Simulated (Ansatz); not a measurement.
## Electronic structure of CFS$_{2}$ (SMILES FC(=S)[S-]) (charge −1) in real space

```xyz
4

C    -1.1512   -1.7270   -2.4348
F    -0.3851   -0.8644   -3.1849
S    -0.7281   -1.7849   -0.8214
S    -2.3315   -2.5218   -3.3066
```

Geometry: PBE0-D3(BJ)/def2-SVPD.

All numbers below come from isolated molecule in a Gaussian basis; Kohn-Sham density functional theory, functional PBE0 in Ansatz 0.2.0.

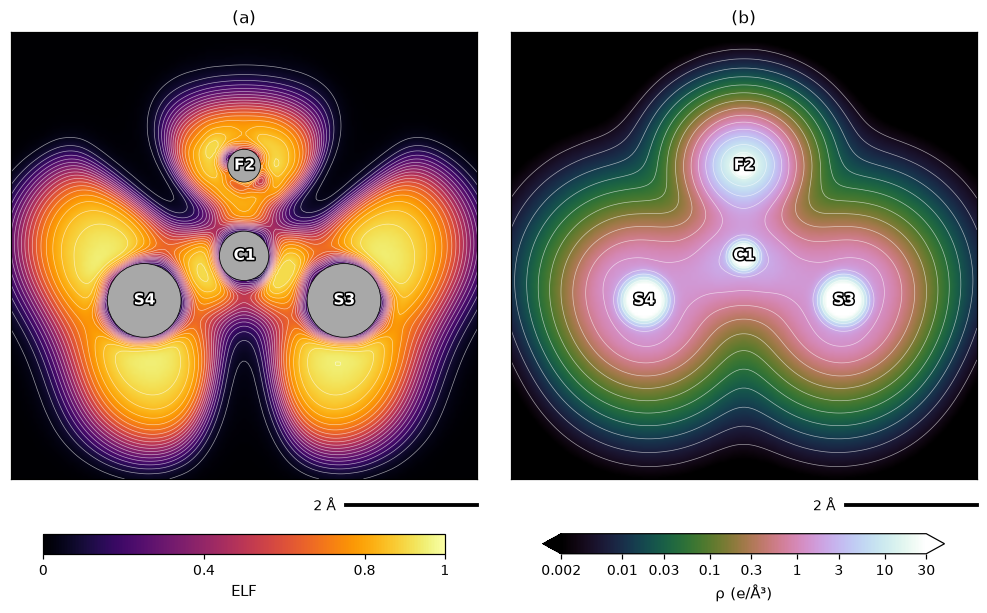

Figure 1. (a) ELF; (b) total electron density on the molecular plane. Grey discs cover the atomic cores in the ELF map.

> What do the fields say about this system?

The plane passes through C, F and S nuclei. C–F (1.38 Å): ρ at the midpoint is about 2.1 e/Å³, with its minimum of 1.7 e/Å³ about 0.5 Å from C; the ELF peaks at about 0.80 between the atoms, as expected for a polar covalent bond. C–S (1.67 Å): ρ at the midpoint is about 1.6 e/Å³; the ELF peaks at about 0.90 between the atoms: localised, covalent bonding. The ELF also peaks beside S4, S3 and F2, away from the bonds: lone-pair regions.

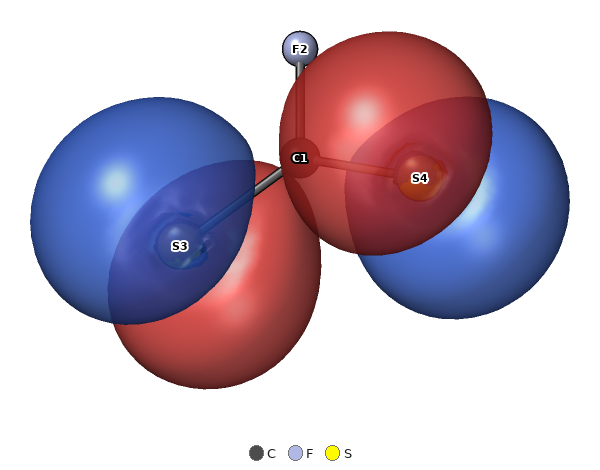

Figure 2. The HOMO−1 at ±0.08 Å⁻³ᐟ² (red and blue are the two phases), seen at a tilt.

> What is the character of this orbital?

Its weight (Hirshfeld) is mainly on S4 (about 45 %) and S3 (about 45 %); it changes sign across the molecular plane (π type). Its energy is −1.77 eV.
